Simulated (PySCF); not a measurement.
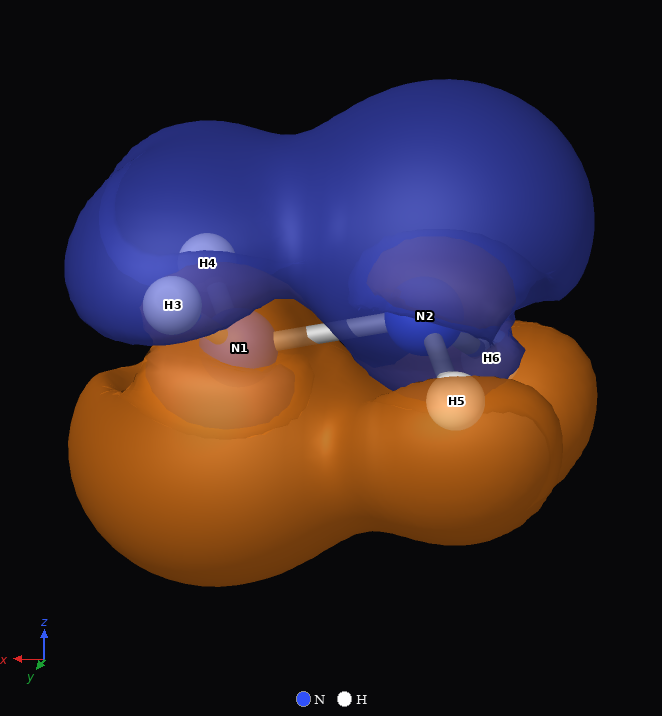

H4N2, SMILES `NN`. Change of the electron density in a uniform field of 0.21 V/Å, surfaces at ±0.0006 e/Å³ (orange: gain, blue: loss).

Method: TPSS/6-311+G**; geometry: GFN2-xTB; program: PySCF. No frequency check shows the geometry to be a minimum. The basis has diffuse s and p functions alone, which still leaves polarisabilities too small, most of all across bonds.

The field was applied in both directions; the picture shows the one opposite to the script's first.

**Along which Cartesian direction does the field point?**

Along +z: electrons gather on the −z side, against the field.

**How large is the response?**

The induced dipole is 0.20 D (along the field); α along this axis, from the fields in both directions, is 20 bohr³ (3.0 Å³).

Cost of the run: 11 s on 1 thread of Intel(R) Xeon(R) 6975P-C (Granite Rapids), with other jobs on the host, peak memory 0.34 GiB.
